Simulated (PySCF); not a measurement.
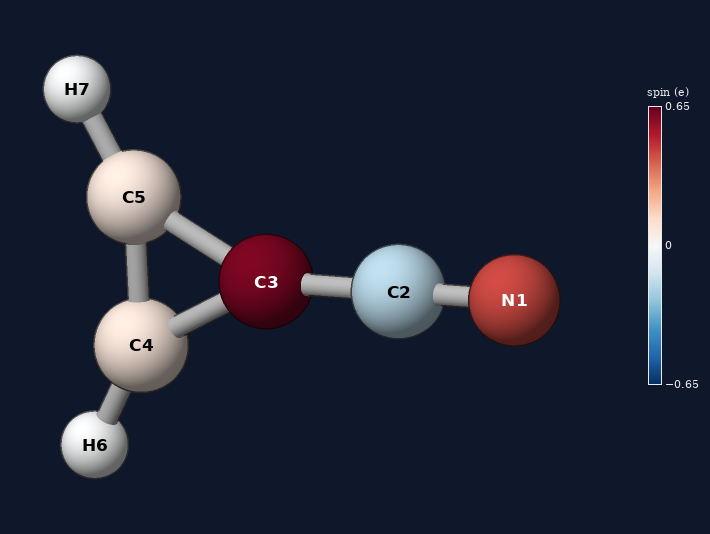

Atoms are coloured by their Mulliken spin populations. The species is neutral and a spin doublet. The computed structure is the end point of a GFN2-xTB optimisation. No frequency run is at hand to confirm it as a minimum. Properties computed with UKS B3LYP, pcH-1 on C H N, non-relativistic (PySCF 2.14.0).

Give the Mulliken spin populations atom by atom.

```csv
atom,value (e)
N1,0.43
C2,−0.18
C3,0.61
C4,0.07
C5,0.07
H6,−0.01
H7,−0.01
```

Mulliken values depend strongly on the basis set.
